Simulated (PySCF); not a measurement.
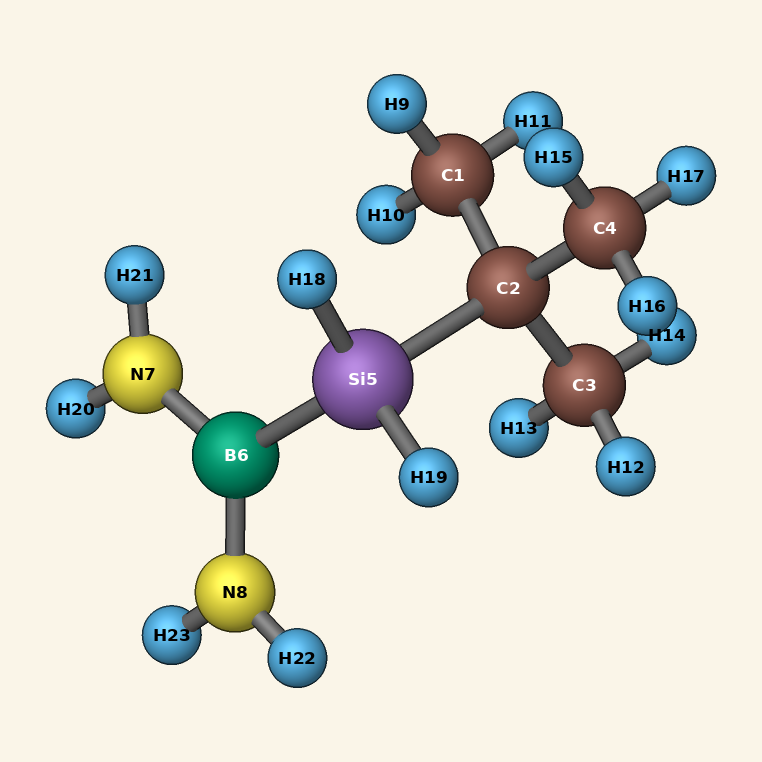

The computed structure is the end point of a GFN2-xTB optimisation. No frequency run is at hand to confirm it as a minimum. Level of theory: GIAO PBE0/pcSseg-1 NMR shielding, non-relativistic, gas phase (PySCF 2.14.0). Principal shieldings σ11 ≤ σ22 ≤ σ33, span Ω = σ33 − σ11, skew κ = 3(σiso − σ22)/Ω.

Give the shielding tensors of the B atoms.

| atom | σ11 | σ22 | σ33 | σiso | Ω | κ |
| --- | --- | --- | --- | --- | --- | --- |
| B6 | 48.6 | 55.7 | 120.4 | 74.9 | 71.8 | 0.80 |

Shieldings and span in ppm.

The geometry is semi-empirical. Around B, Si such bond lengths and angles can be off by a tenth of an ångström or more and by several degrees, and values that hang on the shape move with them.
